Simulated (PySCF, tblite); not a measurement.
# C9H9N2+: excited states

Aim: compute the excited states of C9H9N2+ (`[C-]#[N+]c1cc(C=C)cc[n+]1C`).

Programs: tblite 0.8.0 and PySCF 2.14.0, with routines of our own; each step states its level. All values are computed. Atoms count from 0.

## 1. The starting structure

20 atoms, charge 1, multiplicity 1; geometry from: force field or distance geometry start.

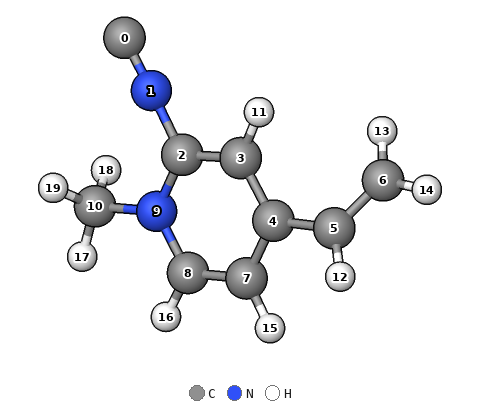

The starting geometry (carbon grey, nitrogen blue, hydrogen white).

## 2. Relaxing the molecule with GFN2-xTB

Job settings and geometry (Å):

```
{"job": {"kind": "relax", "xc": "GFN2-xTB", "basis": "xTB"}, "charge": 1, "multiplicity": 1}
C     -2.580300     1.964100     1.886700
N     -1.853300     1.297800     1.271100
C     -0.989800     0.469400     0.546600
C      0.370500     0.694900     0.673900
C      1.270900    -0.100500    -0.026300
C      2.719700     0.058100     0.084900
C      3.349600     1.228800     0.288800
C      0.771900    -1.099600    -0.851000
C     -0.603800    -1.288100    -0.966200
N     -1.469700    -0.502400    -0.272500
C     -2.922900    -0.707600    -0.410000
H      0.722400     1.460100     1.360600
H      3.324400    -0.840300    -0.008000
H      2.838700     2.176000     0.378900
H      4.431100     1.267000     0.363800
H      1.434000    -1.747400    -1.410600
H     -1.025700    -2.053500    -1.605300
H     -3.121000    -1.525100    -1.109800
H     -3.360600     0.223100    -0.781700
H     -3.311000    -0.964100     0.582900
```

Command:

```console
OMP_NUM_THREADS=1 python excited_run.py task.json out
```

The driver reads the jobs from task.json and runs them one after another.

Log:

```text
step      E/eV     max force
  0    -794.08277    2.137
  1    -794.12098    2.888
  2    -794.17103    1.246
  3    -794.19346    0.563
  4    -794.20745    0.274
  5    -794.21789    0.193
  6    -794.22032    0.129
  7    -794.22274    0.098
  8    -794.22408    0.075
  9    -794.22477    0.067
 10    -794.22556    0.060
 11    -794.22649    0.085
 12    -794.22773    0.083
 13    -794.22904    0.092
 14    -794.23030    0.083
 15    -794.23151    0.081
 16    -794.23281    0.094
 17    -794.23407    0.093
 18    -794.23500    0.060
 19    -794.23559    0.061
 20    -794.23606    0.053
 21    -794.23651    0.051
 22    -794.23696    0.058
 23    -794.23741    0.064
 24    -794.23787    0.057
 25    -794.23839    0.054
 26    -794.23896    0.059
 27    -794.23958    0.060
 28    -794.24025    0.070
 29    -794.24099    0.069
 30    -794.24173    0.060
 31    -794.24243    0.064
 32    -794.24311    0.077
 33    -794.24389    0.080
 34    -794.24482    0.073
 35    -794.24575    0.075
 36    -794.24652    0.068
 37    -794.24717    0.079
 38    -794.24783    0.082
 39    -794.24849    0.071
 40    -794.24900    0.045
 41    -794.24927    0.061
 42    -794.24960    0.054
 43    -794.24984    0.042
 44    -794.25019    0.028
 45    -794.25029    0.027
 46    -794.25049    0.026
 47    -794.25060    0.027
 48    -794.25074    0.026
 49    -794.25086    0.025
 50    -794.25099    0.027
 51    -794.25113    0.023
 52    -794.25128    0.028
 53    -794.25142    0.037
 54    -794.25156    0.037
 55    -794.25169    0.027
 56    -794.25180    0.023
 57    -794.25190    0.023
 58    -794.25203    0.039
 59    -794.25222    0.046
 60    -794.25247    0.056
 61    -794.25271    0.032
 62    -794.25290    0.036
 63    -794.25305    0.025
 64    -794.25317    0.030
 65    -794.25337    0.029
 66    -794.25358    0.025
 67    -794.25375    0.023
 68    -794.25388    0.023
 69    -794.25400    0.019
 70    -794.25409    0.032
 71    -794.25417    0.020
 72    -794.25425    0.021
 73    -794.25434    0.018
 74    -794.25441    0.017
 75    -794.25452    0.019
 76    -794.25463    0.025
 77    -794.25475    0.029
 78    -794.25485    0.029
 79    -794.25496    0.024
 80    -794.25508    0.024
 81    -794.25521    0.025
 82    -794.25530    0.027
 83    -794.25537    0.020
 84    -794.25541    0.025
 85    -794.25545    0.013
 86    -794.25548    0.012
 87    -794.25551    0.010
 88    -794.25553    0.011
 89    -794.25556    0.012
 90    -794.25560    0.014
 91    -794.25563    0.015
 92    -794.25566    0.013
 93    -794.25569    0.014
 94    -794.25573    0.015
 95    -794.25576    0.013
 96    -794.25579    0.010
```

Run time: 0.61 s. Hardware: 1 thread of Arm Neoverse V2, shared host.

Step by step: (not every step is listed)

| step | energy from step 0 (eV) | largest force (eV/Å) |
| --- | --- | --- |
| 0 | 0.0000 | 2.1369 |
| 1 | -0.0382 | 2.8883 |
| 2 | -0.0883 | 1.2460 |
| 3 | -0.1107 | 0.5630 |
| 4 | -0.1247 | 0.2735 |
| 5 | -0.1351 | 0.1926 |
| 6 | -0.1376 | 0.1291 |
| 7 | -0.1400 | 0.0985 |
| 8 | -0.1413 | 0.0754 |
| 16 | -0.1500 | 0.0944 |
| 24 | -0.1551 | 0.0570 |
| 32 | -0.1603 | 0.0772 |
| 40 | -0.1662 | 0.0452 |
| 48 | -0.1680 | 0.0265 |
| 56 | -0.1690 | 0.0234 |
| 64 | -0.1704 | 0.0300 |
| 72 | -0.1715 | 0.0212 |
| 80 | -0.1723 | 0.0244 |
| 88 | -0.1728 | 0.0112 |
| 91 | -0.1729 | 0.0147 |
| 92 | -0.1729 | 0.0125 |
| 93 | -0.1729 | 0.0136 |
| 94 | -0.1730 | 0.0148 |
| 95 | -0.1730 | 0.0130 |
| 96 | -0.1730 | 0.0099 |

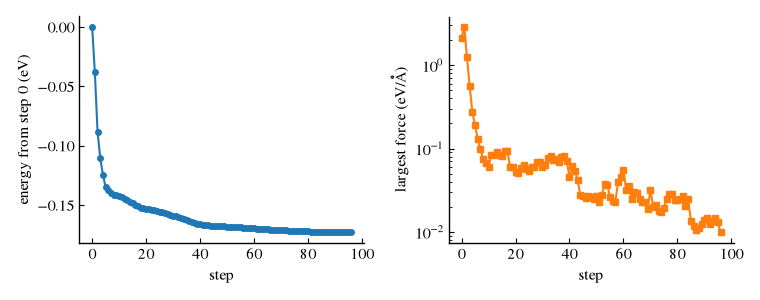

Energy and force, step by step.

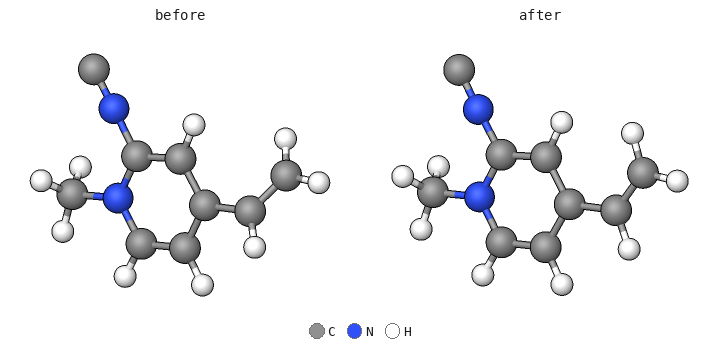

The geometry before (left) and after (right).

Distances of close pairs at the start and the end, largest changes first:

| bond | before (Å) | after (Å) | change (Å) |
| --- | --- | --- | --- |
| N1–C2 | 1.399 | 1.354 | -0.045 |
| N9–C10 | 1.474 | 1.446 | -0.028 |
| C7–C8 | 1.393 | 1.371 | -0.022 |
| C4–C7 | 1.388 | 1.408 | +0.020 |
| C8–N9 | 1.360 | 1.342 | -0.018 |
| C4–C5 | 1.462 | 1.446 | -0.016 |
| C3–C4 | 1.391 | 1.401 | +0.011 |
| C5–C6 | 1.345 | 1.335 | -0.010 |

The final coordinates are the input of the step that follows.

## 3. Vibrational analysis with GFN2-xTB

Job settings and geometry (Å):

```
{"job": {"kind": "ir", "xc": "GFN2-xTB", "basis": "xTB"}, "charge": 1, "multiplicity": 1}
C     -2.611841     2.026937     1.652976
N     -1.866140     1.323324     1.092026
C     -0.975378     0.529659     0.452716
C      0.379874     0.783910     0.534557
C      1.294283    -0.046554    -0.127506
C      2.726767     0.145454    -0.091607
C      3.368056     1.128751     0.543053
C      0.749525    -1.120289    -0.857412
C     -0.605697    -1.321433    -0.903230
N     -1.463612    -0.514533    -0.260522
C     -2.891163    -0.737907    -0.313327
H      0.707207     1.629807     1.117719
H      3.297037    -0.592195    -0.639703
H      2.869017     1.899717     1.105699
H      4.442225     1.190796     0.513140
H      1.399877    -1.796352    -1.389598
H     -1.033019    -2.142033    -1.460242
H     -3.111331    -1.592432    -0.947985
H     -3.398527     0.142537    -0.712313
H     -3.282307    -0.926488     0.688524
```

Log:

```text
mode    cm-1     km/mol
  1      36.3      1.39
  2     110.0      1.29
  3     115.8      0.26
  4     129.3      1.24
  5     136.0      3.96
  6     216.6      1.12
  7     268.4      0.15
  8     325.3      0.01
  9     345.7      0.43
 10     393.6      1.31
 11     406.0      7.66
 12     474.8      0.62
 13     504.9      0.45
 14     514.1      1.92
 15     557.9      1.00
 16     655.3      7.34
 17     702.4      0.01
 18     718.7      0.56
 19     794.3      7.40
 20     838.3     37.38
 21     870.5      1.79
 22     912.8      0.11
 23     926.4      7.85
 24     930.5      3.23
 25     995.4     36.59
 26    1039.2      3.29
 27    1053.6      6.65
 28    1086.7      1.07
 29    1123.2      7.17
 30    1163.9      1.54
 31    1194.7      2.08
 32    1230.0      0.97
 33    1273.5     13.53
 34    1308.3      1.10
 35    1340.0      3.84
 36    1390.5     28.13
 37    1409.8     58.83
 38    1424.9      6.25
 39    1430.5     28.00
 40    1444.3     20.55
 41    1451.2     22.49
 42    1513.3     28.68
 43    1567.5    392.83
 44    1641.0     27.44
 45    2187.3     33.86
 46    3003.7      0.53
 47    3019.5      1.15
 48    3067.0      0.18
 49    3077.0      2.58
 50    3096.1      6.18
 51    3113.8      8.94
 52    3115.6      2.28
 53    3119.5      5.73
 54    3145.0      3.48
```

Wall time 0.71 s (1 thread of Arm Neoverse V2, shared host).

The strongest bands and the atoms that carry them (share of the mass-weighted mode):

| cm⁻¹ | km/mol | atoms |
| --- | --- | --- |
| 838 | 37.4 | H16 24 %, H15 24 %, C4 12 %, H11 11 % |
| 995 | 36.6 | H12 51 %, H13 37 % |
| 1390 | 28.1 | H14 38 %, H13 32 %, C5 10 % |
| 1410 | 58.8 | H19 31 %, H18 30 %, H17 16 %, C10 12 % |
| 1430 | 28.0 | H17 50 %, H19 23 %, H18 23 % |
| 1513 | 28.7 | C4 24 %, N9 24 %, C7 18 % |
| 1568 | 392.8 | C8 21 %, C7 20 %, C3 18 %, C2 14 % |
| 2187 | 33.9 | N1 53 %, C0 46 % |

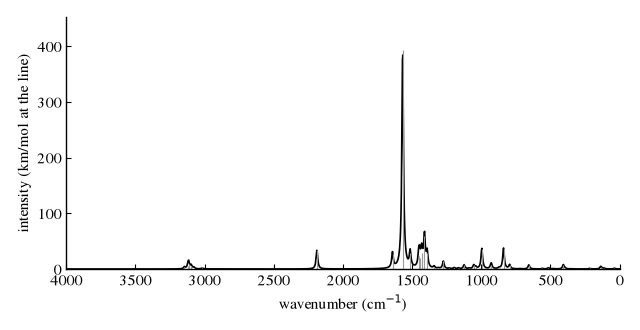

The infrared spectrum from these modes, unscaled. Lines are broadened to a width of 14 cm⁻¹ (Lorentzian).

## 4. Excited states: TDA PBE0/def2-SVP

The job, as its differences from that of step 3:

```diff
@@ -1,2 +1,2 @@
-{"job": {"kind": "ir", "xc": "GFN2-xTB", "basis": "xTB"}, "charge": 1, "multiplicity": 1}
+{"job": {"kind": "states", "xc": "PBE0", "basis": "def2-SVP", "tda": true, "soc": true, "nstates": 6, "ntriplets": 6, "nquad": 4}, "charge": 1, "multiplicity": 1}
 C     -2.611841     2.026937     1.652976
```

Level: TDA PBE0/def2-SVP excited states, vertical, gas phase, spin-orbit mean-field couplings.

Log:

```text
coarse grid: 17480 points
cycle   1  E = -456.5490955937  dE =  2.265e+00  |g| = 5.414e-01  |ddm| = 5.137e+00
cycle   2  E = -456.2864046193  dE =  2.627e-01  |g| = 1.136e+00  |ddm| = 1.724e+00
cycle   3  E = -456.6291908449  dE = -3.428e-01  |g| = 8.957e-02  |ddm| = 1.188e+00
cycle   4  E = -456.6299910878  dE = -8.002e-04  |g| = 7.285e-02  |ddm| = 1.610e-01
cycle   5  E = -456.6312615279  dE = -1.270e-03  |g| = 1.222e-02  |ddm| = 7.317e-02
cycle   6  E = -456.6313001137  dE = -3.859e-05  |g| = 4.061e-03  |ddm| = 1.673e-02
cycle   7  E = -456.6313041616  dE = -4.048e-06  |g| = 1.293e-03  |ddm| = 4.944e-03
final grid: 171208 points
cycle   8  E = -456.6930173566  dE = -4.536e-05  |g| = 7.198e-03  |ddm| = 4.446e-02
cycle   9  E = -456.6930147613  dE =  2.595e-06  |g| = 7.952e-03  |ddm| = 1.622e-02
cycle  10  E = -456.6930309512  dE = -1.619e-05  |g| = 1.894e-03  |ddm| = 9.546e-03
cycle  11  E = -456.6930319172  dE = -9.660e-07  |g| = 3.025e-04  |ddm| = 2.199e-03
cycle  12  E = -456.6930319396  dE = -2.238e-08  |g| = 1.165e-04  |ddm| = 4.259e-04
cycle  13  E = -456.6930319427  dE = -3.070e-09  |g| = 3.405e-05  |ddm| = 1.247e-04
cycle  14  E = -456.6930319429  dE = -2.160e-10  |g| = 1.814e-05  |ddm| = 4.808e-05
converged SCF energy = -456.6930319429

Singlet excitations
state   eV       nm        f     d(h-e)  d(exc)  Lambda  PR(NTO)  |dmu|/D   mu/D   main configurations
  1   4.6043   269.3   0.27601   1.772   3.911   0.637   1.357    3.678    6.334   H->L 0.53, H->L+1 0.27, H-1->L 0.15
  2   4.8944   253.3   0.36452   1.361   3.473   0.609   1.276    2.620    4.714   H->L+1 0.42, H->L 0.39, H-1->L 0.13
  3   5.0163   247.2   0.00710   3.870   4.723   0.254   1.002   10.727    7.725   H-2->L 0.98
  4   5.3967   229.7   0.20479   0.510   3.710   0.605   1.941    1.767    4.501   H-1->L 0.61, H->L+1 0.28
  5   5.9592   208.1   0.01028   3.729   4.488   0.317   1.004                     H-2->L+1 0.98
  6   6.1067   203.0   0.00005   1.529   3.677   0.413   1.038                     H-4->L 0.96

Triplet excitations (Tamm-Dancoff)
state   eV     d(h-e)  d(exc)  Lambda  PR(NTO)   main configurations
  1   2.8101   0.862   3.237   0.675   1.039   H->L 0.90
  2   3.8087   0.262   3.098   0.653   1.035   H-1->L 0.91
  3   4.0548   2.161   3.368   0.296   1.002   H-2->L 0.58, H-2->L+1 0.28, H-2->L+5 0.08
  4   4.1386   0.962   3.359   0.646   1.238   H->L+1 0.56, H-1->L+1 0.30
  5   4.2887   0.533   3.020   0.733   1.229   H-1->L+1 0.55, H->L+1 0.31
  6   4.9569   0.091   2.654   0.734   1.955   H-3->L 0.54, H->L+2 0.29
S1 - T1 = 1.7942 eV

Spin-orbit couplings |<S|Hso|T>| (cm-1)
             T1       T2       T3       T4       T5       T6
S0        0.023    0.043   11.322    0.040    0.092    0.092
S1        0.022    0.024    0.135    0.034    0.018    0.046
S2        0.044    0.016    0.250    0.037    0.034    0.028
S3        0.274    0.327    0.020    0.221    0.113    0.344
S4        0.056    0.023    0.258    0.045    0.050    0.030
S5        0.006    0.137    0.057    0.067    0.409    0.179
S6        1.139    3.817    0.600    0.174    0.329    1.316
T1 sublevels (cm-1): 0.000 0.000 0.000   radiative rates (1/s): 0.000395 8.13e-05 0.000238
```

It took 36 s on 1 thread of Arm Neoverse V2, shared host; peak memory 0.87 GiB.

In short:

| quantity | value |
| --- | --- |
| S1 less T1 | 1.79 eV |

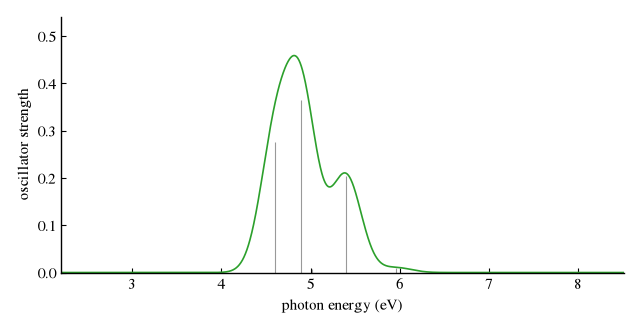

Absorption lines of the singlets. Lines are broadened to a width of 0.40 eV (Gaussian).

## 5. Outcome

| quantity | value |
| --- | --- |
| strongest single infrared mode (GFN2-xTB) | 1568 cm⁻¹, 393 km/mol |
| zero-point energy (GFN2-xTB) | 97.1 kcal/mol |
| S1 less T1 (step 4, TDA PBE0/def2-SVP) | 1.79 eV |

In words: No mode is imaginary among the 54: a minimum at this level. The strongest single mode, at 1568 cm⁻¹, is spread over several atoms, C8, C7, C3, C2 among them. Unscaled tight-binding wavenumbers are off by several per cent, some by more. Its intensities can rank the bands wrongly. In step 4, the number of triplets below S1 is 5, and the largest singlet-triplet spin-orbit coupling is S0–T3, 11.32 cm⁻¹.
